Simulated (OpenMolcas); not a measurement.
**Hf²⁺ among point charges: CASSCF levels and susceptibility**

Aim: the splitting of the states of Hf²⁺ in the field of 5 point charges, its lowest levels with spin-orbit coupling and its magnetic susceptibility.

Method: state-averaged CASSCF, spin-orbit coupling by RASSI with atomic mean-field integrals. Code: OpenMolcas 26.06.

1 further run of the same task is left out (it didn't finish).

**1. The system**

```
Species                           : Hf²⁺ (hafnium, Z = 72, 70 electrons)
Basis                             : ANO-RCC-VDZP [7s6p4d2f1g], 68 functions
Scalar Hamiltonian                : DKH2, point nucleus
Inactive shells                   : 1s 2s 2p 3s 3p 3d 4s 4p 4d 4f 5s 5p
Active space                      : 2 electrons in 5 orbitals (5d)
Some configurations of this space : 5d2
Orbitals                          : optimised for each spin and parity, averaged over all roots
```

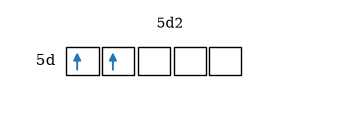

Outer shells as boxes.

The ion sits among 5 point charges of -2 e arranged as a square pyramid (C4v), 2.24 Å from the ion, with the axial distance 2.643 Å. The active orbitals were held to one l.

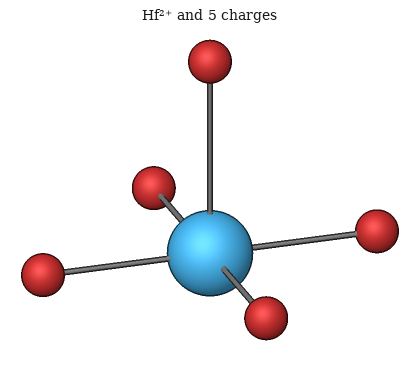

The ion and the point charges (red).

Each step is its own input file, run in one work folder so that later steps find the files of earlier ones. Labels, J, g values, rates, χT and fits are worked out afterwards by a script from the matrices that RASSI stores.

**2. GATEWAY and SEWARD: basis and integrals**

a.inp reads:

```
&GATEWAY
Coord
1

Hf 0.0 0.0 0.0
Basis=ANO-RCC-VDZP
Group=NoSym
NoMove
AngMom=0.0 0.0 0.0
AMFI
XField
5 Angstrom 0
2.240000 0.000000 0.000000 -2.000000
0.000000 2.240000 0.000000 -2.000000
-2.240000 0.000000 0.000000 -2.000000
0.000000 -2.240000 0.000000 -2.000000
0.000000 0.000000 2.643200 -2.000000
&SEWARD
```

On the command line:

```console
$ OMP_NUM_THREADS=1 MOLCAS_MEM=1689 MOLCAS_PROJECT=a pymolcas a.inp > a.log
```

The program printed:

```text
Basis set label: HF.ANO-RCC...7S6P4D2F1G.

      Electronic valence basis set:
      ------------------
      Associated Effective Charge  72.000000 au
      Associated Actual Charge     72.000000 au
      Nuclear Model: Point charge

      Shell  nPrim  nBasis  Cartesian Spherical Contaminant
         s      24       7        X
         p      21       6        X
         d      15       4                 X
         f      11       2                 X
         g       4       1                 X
                  Relativistic Douglas-Kroll-Hess integrals:
                    - DKH order of Hamiltonian: 2
                    - DKH order of Properties : 0
                  Atomic mean-field integrals
```

**3. Reference wave functions, triplets, 10 roots**

a.inp reads:

```
&RASSCF
FileOrb=start.orb
Symmetry=1
Spin=3
nActEl=2 0 0
Inactive=34
Ras2=5
CIRoot=10 10 1
SDav=10
CIMx=300
Iter=120 100
PrWF=0.3
OrbListing=Nothing
MaxOrb=0
SupSym
1
20 10 11 12 13 14 19 20 21 22 23 35 36 37 38 39 48 49 50 51 52
>>> COPY $Project.JobIph JOB001
```

start.orb holds the contracted functions of the basis, ordered by shell, or the orbitals of the step before.

The program printed:

```text
Wave function specifications:
      -----------------------------

      Number of closed shell electrons          68
      Number of electrons in active shells       2
      Max number of holes in RAS1 space          0
      Max nr of electrons in RAS3 space          0
      Number of inactive orbitals               34
      Number of active orbitals                  5
      Number of secondary orbitals              29
      Spin quantum number                      1.0
      State symmetry                             1
Orbital specifications:
      -----------------------

      Symmetry species                           1
                                                 a
      Frozen orbitals                            0
      Inactive orbitals                         34
      Active orbitals                            5
      RAS1 orbitals                              0
      RAS2 orbitals                              5
      RAS3 orbitals                              0
      Secondary orbitals                        29
      Deleted orbitals                           0
      Number of basis functions                 68
      Number of CSFs                            10
      Number of root(s) required                10
      Iter CI   SX   CI       RASSCF       Energy    max ROT     max BLB   max BLB  Level Ln srch  Step   QN
          iter iter root      energy       change     param      element    value   shift minimum  type update
 Nr of preliminary CI iterations:   1
      Total energies have been shifted. Add               -15000.00 au
        1   1    7    0   -67.89566228    0.00E+00   1.59E-01*  27  64 1  6.02E-02*  0.00   0.00    SX    NO
        2   1    7    0   -67.91216536   -1.65E-02*  1.73E-02   27  56 1 -4.45E-02*  0.00   0.00    SX    NO
        3   1    7    0   -67.91228595   -1.21E-04*  1.23E-02   24  53 1  5.06E-02*  0.00   0.00    SX    NO
        4   1    7    0   -67.91189126    3.95E-04*  1.22E-02   27  56 1 -5.80E-02*  0.00   0.00    SX    NO
        5   1    7    0   -67.91132392    5.67E-04*  9.37E-03   27  56 1  6.76E-02*  0.00   0.46    SX   YES
        6   1    7    0   -67.91310546   -1.78E-03*  2.83E-03   27  56 1 -2.92E-02*  0.00   0.70    QN   YES
        7   1    5    0   -67.91351741   -4.12E-04* -1.73E-05   27  56 1 -2.41E-04*  0.00   1.01    QN   YES
        8   1    3    0   -67.91351744   -3.09E-08* -2.72E-06   34  47 1  7.41E-06   0.00   1.01    QN   YES
        9   1    3    0   -67.91351744   -1.64E-11   5.92E-07   34  47 1  9.23E-07   0.00   0.63    QN   YES
      Convergence after  9 iterations
       10   1    3    0   -67.91351744   -2.91E-11   5.92E-07   27  44 1 -1.17E-07   0.00   0.63    QN   YES
      Natural orbitals and occupation numbers for root  1
      sym 1:   0.003154   0.996846   0.000000   0.996846   0.003154
      Natural orbitals and occupation numbers for root  2
      sym 1:   0.993047   0.006953   0.006953   0.993047  -0.000000
      Natural orbitals and occupation numbers for root  3
      sym 1:   0.006953   0.993047   0.993047   0.006953  -0.000000
::    RASSCF root number  1 Total energy: -15068.03122749
::    RASSCF root number  2 Total energy: -15067.98057578
::    RASSCF root number  3 Total energy: -15067.98057578
::    RASSCF root number  4 Total energy: -15067.95745707
::    RASSCF root number  5 Total energy: -15067.95745707
::    RASSCF root number  6 Total energy: -15067.92675331
::    RASSCF root number  7 Total energy: -15067.85737325
::    RASSCF root number  8 Total energy: -15067.85737325
::    RASSCF root number  9 Total energy: -15067.81472435
::    RASSCF root number 10 Total energy: -15067.77165706
```

**4. CASSCF: singlets, 15 roots**

a.inp reads:

```
&RASSCF
FileOrb=start.orb
Symmetry=1
Spin=1
nActEl=2 0 0
Inactive=34
Ras2=5
CIRoot=15 15 1
SDav=15
CIMx=300
Iter=120 100
PrWF=0.3
OrbListing=Nothing
MaxOrb=0
SupSym
1
20 10 11 12 13 14 19 20 21 22 23 35 36 37 38 39 48 49 50 51 52
>>> COPY $Project.JobIph JOB002
```

The program printed:

```text
Wave function specifications:
      -----------------------------

      Number of closed shell electrons          68
      Number of electrons in active shells       2
      Max number of holes in RAS1 space          0
      Max nr of electrons in RAS3 space          0
      Number of inactive orbitals               34
      Number of active orbitals                  5
      Number of secondary orbitals              29
      Spin quantum number                      0.0
      State symmetry                             1
Orbital specifications:
      -----------------------

      Symmetry species                           1
                                                 a
      Frozen orbitals                            0
      Inactive orbitals                         34
      Active orbitals                            5
      RAS1 orbitals                              0
      RAS2 orbitals                              5
      RAS3 orbitals                              0
      Secondary orbitals                        29
      Deleted orbitals                           0
      Number of basis functions                 68
      Number of CSFs                            15
      Number of root(s) required                15
      Iter CI   SX   CI       RASSCF       Energy    max ROT     max BLB   max BLB  Level Ln srch  Step   QN
          iter iter root      energy       change     param      element    value   shift minimum  type update
 Nr of preliminary CI iterations:   1
      Total energies have been shifted. Add               -15000.00 au
        1   1    4    0   -67.87575822    0.00E+00  -1.49E-02   39  52 1 -5.55E-03*  0.00   0.00    SX    NO
        2   1    6    0   -67.87595939   -2.01E-04*  2.16E-03   34  45 1 -3.67E-03*  0.00   0.00    SX    NO
        3   1    6    0   -67.87596274   -3.35E-06*  1.31E-03   27  54 1 -4.67E-03*  0.00   0.00    SX    NO
        4   1    6    0   -67.87595920    3.55E-06*  1.19E-03   24  56 1  5.46E-03*  0.00   0.00    SX    NO
        5   1    6    0   -67.87595416    5.03E-06*  9.40E-04   24  56 1 -6.36E-03*  0.00   0.46    SX   YES
        6   1    6    0   -67.87596875   -1.46E-05*  3.10E-04   24  56 1  3.21E-03*  0.00   0.66    QN   YES
        7   1    3    0   -67.87597375   -5.00E-06*  1.23E-06   29  59 1  6.72E-06   0.00   1.00    QN   YES
        8   1    2    0   -67.87597375    1.46E-11  -2.70E-07   32  44 1  3.24E-07   0.00   0.21    QN   YES
      Convergence after  8 iterations
        9   1    2    0   -67.87597375   -1.27E-11  -2.70E-07   32  44 1  1.38E-07   0.00   0.21    QN   YES
      Natural orbitals and occupation numbers for root  1
      sym 1:   0.005520   0.005520   0.994480   0.000000   0.994480
      Natural orbitals and occupation numbers for root  2
      sym 1:  -0.000000   0.001395   0.998605   0.001395   0.998605
      Natural orbitals and occupation numbers for root  3
      sym 1:   0.055280   0.031463   0.953684   0.005889   0.953684
::    RASSCF root number  1 Total energy: -15067.99871952
::    RASSCF root number  2 Total energy: -15067.99841798
::    RASSCF root number  3 Total energy: -15067.97345967
::    RASSCF root number  4 Total energy: -15067.94584388
::    RASSCF root number  5 Total energy: -15067.94584388
::    RASSCF root number  6 Total energy: -15067.93414356
::    RASSCF root number  7 Total energy: -15067.93414356
::    RASSCF root number  8 Total energy: -15067.89079930
::    RASSCF root number  9 Total energy: -15067.88699869
::    RASSCF root number 10 Total energy: -15067.84146835
::    RASSCF root number 11 Total energy: -15067.82466665
::    RASSCF root number 12 Total energy: -15067.82466665
::    RASSCF root number 13 Total energy: -15067.77239471
::    RASSCF root number 14 Total energy: -15067.75273669
::    RASSCF root number 15 Total energy: -15067.61530312
```

**5. State interaction with spin-orbit coupling**

a.inp reads:

```
&RASSI
NrOfJobIphs=2 10 15
1 2 3 4 5 6 7 8 9 10
1 2 3 4 5 6 7 8 9 10 11 12 13 14 15
IphNames
JOB001
JOB002
EJob
SpinOrbit
DIPRint=1.0
SOCoupling=1000.0
Subsets=2
Property=9
'ANGMOM' 1 'ANGMOM' 2 'ANGMOM' 3 'MLTPL  1' 1 'MLTPL  1' 2 'MLTPL  1' 3
'AMFI' 1 'AMFI' 2 'AMFI' 3
SOProperty=3
'ANGMOM' 1 'ANGMOM' 2 'ANGMOM' 3
```

The program printed:

```text
SPIN-FREE ENERGIES:
  (Shifted by EMIN (a.u.) =     -15068.0312274913)

 SF State       Relative EMIN(au)   Rel lowest level(eV)    D:o, cm**(-1)      L_eff

     1             0.0000000000        0.0000000000              0.0000         2.7
    11             0.0325079687        0.8845868923           7134.6744         3.1
    12             0.0328095077        0.8927921853           7200.8546         3.2
     2             0.0506517122        1.3783033050          11116.7659         2.9
     3             0.0506517122        1.3783033050          11116.7659         2.9
    13             0.0577678212        1.5719424951          12678.5713         3.1
     4             0.0737704256        2.0073955453          16190.7370         1.9
     5             0.0737704256        2.0073955453          16190.7370         1.9
    14             0.0853836079        2.3234063340          18739.5359         3.3
    15             0.0853836079        2.3234063340          18739.5359         3.3
    16             0.0970839288        2.6417882861          21307.4595         3.6
    17             0.0970839288        2.6417882861          21307.4595         3.6
     6             0.1044741809        2.8428872882          22929.4323         3.0
    18             0.1404281898        3.8212457121          30820.4252         2.9
    19             0.1442287996        3.9246655734          31654.5626         3.1
     7             0.1738542399        4.7308148719          38156.5952         2.5
     8             0.1738542399        4.7308148719          38156.5952         2.5
    20             0.1897591457        5.1636094077          41647.3186         2.8
    21             0.2065608363        5.6208066991          45334.8634         3.4
    22             0.2065608363        5.6208066991          45334.8634         3.4
     9             0.2165031460        5.8913507298          47516.9482         3.0
    23             0.2588327862        7.0431989174          56807.2303         3.0
    10             0.2595704329        7.0632713063          56969.1251         1.4
    24             0.2784908024        7.5781207904          61121.6662         3.9
    25             0.4159243719       11.3178787340          91284.8482         2.7
     Dipole printing threshold changed to   1.00000000E+00

++ Dipole transition strengths (spin-free states):
   -----------------------------------------------
     for osc. strength at least  1.00000000E+00

  ( Max oscillator strength is only    1.0618831144070934E-031 )
--
Eigenvalues of complex Hamiltonian:
   -----------------------------------
  (Shifted by EMIN (a.u.) =     -15068.0312274913)

 SO State       Relative EMIN(au)   Rel lowest level(eV)    D:o, cm**(-1)     J-value

     1            -0.0023445596        0.0000000000              0.0000         2.7
     2            -0.0013646612        0.0266643937            215.0628         2.7
     3            -0.0013646612        0.0266643937            215.0628         2.7
     4             0.0291580242        0.8572289754           6914.0180         2.5
     5             0.0300529876        0.8815821703           7110.4397         2.4
     6             0.0497080533        1.4164237559          11424.2280         2.7
     7             0.0500308466        1.4252074076          11495.0730         2.5
     8             0.0500523219        1.4257917815          11499.7863         3.0
     9             0.0502281406        1.4305760523          11538.3740         2.8
    10             0.0502281406        1.4305760523          11538.3740         2.8
    11             0.0519552124        1.4775720697          11917.4224         2.3
    12             0.0567276027        1.6074354253          12964.8410         3.0
    13             0.0724977317        2.0365624976          16425.9843         1.5
    14             0.0729192760        2.0480333021          16518.5026         1.6
    15             0.0729192760        2.0480333021          16518.5026         1.6
    16             0.0737662900        2.0710817250          16704.4007         1.5
    17             0.0753366598        2.1138136662          17049.0570         1.2
    18             0.0762043820        2.1374255881          17239.5000         1.5
    19             0.0847924044        2.3711175847          19124.3531         2.9
    20             0.0847924044        2.3711175847          19124.3531         2.9
    21             0.0957047961        2.6680588904          21519.3462         3.3
    22             0.0957047961        2.6680588904          21519.3462         3.3
    23             0.1055005289        2.9346143571          23669.2610         2.9
    24             0.1068204602        2.9705315197          23958.9525         2.6
    25             0.1068204602        2.9705315198          23958.9525         2.6
    26             0.1412160729        3.9064838216          31507.9169         2.6
    27             0.1442189003        3.9881949164          32166.9613         2.5
    28             0.1721443709        4.7480856836          38295.8937         1.6
    29             0.1726119580        4.7608093780          38398.5172         1.9
    30             0.1737797808        4.7925874529          38654.8247         1.9
    31             0.1737797808        4.7925874530          38654.8247         1.9
    32             0.1755098729        4.8396656582          39034.5360         1.8
    33             0.1756025409        4.8421872823          39054.8743         1.8
    34             0.1896429796        5.2242470845          42136.3944         1.5
    35             0.2051755640        5.6469102385          45545.4026         2.6
    36             0.2051755640        5.6469102385          45545.4026         2.6
    37             0.2186551242        6.0137077553          48503.8241         2.9
    38             0.2197895483        6.0445770084          48752.8014         2.6
    39             0.2197895483        6.0445770084          48752.8014         2.6
    40             0.2600072011        7.1389550941          57579.5560         1.7
    41             0.2600072011        7.1389550941          57579.5560         1.7
Weights of the five most important spin-orbit-free states for each spin-orbit state.

 SO State  Total energy (au)           Spin-free states, spin, and weights
 -------------------------------------------------------------------------------------------------------
    1        -0.002345       1 1.0  0.9575    3 1.0  0.0150    2 1.0  0.0150   13 0.0  0.0087    4 1.0  0.0014
    2        -0.001365       1 1.0  0.9791    3 1.0  0.0133   14 0.0  0.0041    2 1.0  0.0010   15 0.0  0.0008
    3        -0.001365       1 1.0  0.9791    2 1.0  0.0133   15 0.0  0.0041    3 1.0  0.0010   14 0.0  0.0008
    4         0.029158      12 0.0  0.8549    2 1.0  0.0700    3 1.0  0.0700    6 1.0  0.0021    7 1.0  0.0014
    5         0.030053      11 0.0  0.9447    5 1.0  0.0242    4 1.0  0.0242    3 1.0  0.0028    2 1.0  0.0028
    6         0.049708       3 1.0  0.4927    2 1.0  0.4927    5 1.0  0.0066    4 1.0  0.0066    7 1.0  0.0006
    7         0.050031       3 1.0  0.4808    2 1.0  0.4808    4 1.0  0.0165    5 1.0  0.0165   19 0.0  0.0017
    8         0.050052       2 1.0  0.4365    3 1.0  0.4365   13 0.0  0.0515    1 1.0  0.0391    5 1.0  0.0132
    9         0.050228       3 1.0  0.9656    1 1.0  0.0143    6 1.0  0.0129   17 0.0  0.0045   22 0.0  0.0009
   10         0.050228       2 1.0  0.9656    1 1.0  0.0143    6 1.0  0.0129   16 0.0  0.0045   21 0.0  0.0009
   11         0.051955       2 1.0  0.3984    3 1.0  0.3984   12 0.0  0.1370    6 1.0  0.0230    4 1.0  0.0210
   12         0.056728      13 0.0  0.8544    3 1.0  0.0381    2 1.0  0.0381    5 1.0  0.0307    4 1.0  0.0307
```

These steps: 5.8 s of run time, 1 thread of Arm Neoverse V2, shared host.

States without spin-orbit coupling:

| state | degeneracy | E (cm-1) | free-ion L (%) |
| --- | --- | --- | --- |
| triplet | 1 | 0 | F (85) |
| singlet | 1 | 7135 | D (50) |
| singlet | 1 | 7201 | G (54) |
| triplet | 2 | 11117 | F (96) |
| singlet | 1 | 12679 | G (61) |
| triplet | 2 | 16191 | P (63) |
| singlet | 2 | 18740 | G (58) |
| singlet | 2 | 21307 | G (78) |
| triplet | 1 | 22929 | F (100) |
| singlet | 1 | 30820 | D (58) |
| singlet | 1 | 31655 | G (50) |
| triplet | 2 | 38157 | F (67) |
| singlet | 1 | 41647 | G (54) |
| singlet | 2 | 45335 | G (64) |
| triplet | 1 | 47517 | F (100) |
| singlet | 1 | 56807 | D (54) |
| triplet | 1 | 56969 | P (85) |
| singlet | 1 | 61122 | G (100) |
| singlet | 1 | 91285 | G (45) |

With spin-orbit coupling:

```
E (cm-1)  Degeneracy  2S+1               g
     0.0           1     3                
   215.1           2     3  0.00 0.00 3.96
    6914           1     1                
    7110           1     1                
   11424           1     3                
   11495           1     3                
   11500           1     3                
   11538           2     3  0.00 0.00 0.09
   11917           1     3                
   12965           1     1                
   16426           1     3                
   16519           2     3  0.00 0.00 0.55
   16704           1     3                
   17049           1     3                
   17239           1     3                
   19124           2     1  0.00 0.00 0.81
   21519           2     1  0.00 0.00 0.80
   23669           1     3                
   23959           2     3  0.00 0.00 3.14
   31508           1     1                
   32167           1     1                
   38296           1     3                
   38399           1     3                
   38655           2     3  0.00 0.00 1.47
```

Principal g values are given for doublets only; a zero marks a field direction without first-order Zeeman splitting.

Powder χT (cm³ K/mol): 0.01 at 2 K, 0.02 at 5 K, 0.03 at 10 K, 0.07 at 20 K, 0.17 at 50 K, 0.34 at 100 K, 0.46 at 150 K, 0.53 at 200 K, 0.58 at 250 K, 0.61 at 300 K.

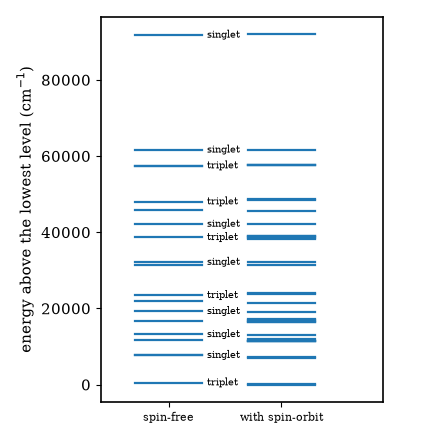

The states in the field without (left) and with (right) spin-orbit coupling.

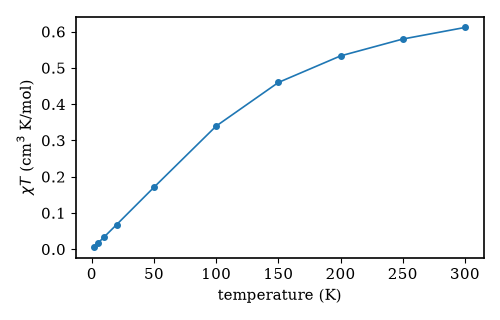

χT against temperature.

**6. Outcome**

| quantity | value |
| --- | --- |
| method | CASSCF |
| spin-free ground state | triplet, 1-fold in its orbital part |
| first state of the same spin within the active space | triplet at 11100 cm⁻¹ |
| lowest level | 1-fold |
| next level | 215.1 cm⁻¹ |
| χT at 300 K | 0.61 cm³ K/mol |
| effective moment at 300 K | 2.21 μB |

**Reading.** The spin-free ground state (triplet) comes to 85 % from free-ion F terms and keeps the highest spin of the shell. χT at 300 K is 0.61, against 1.00 cm³ K/mol for the spin alone, so spin-orbit coupling lowers it. The field of point charges can differ much from that of real complexes. Point charges carry no covalency, so the field is a model and not that of real ligands.
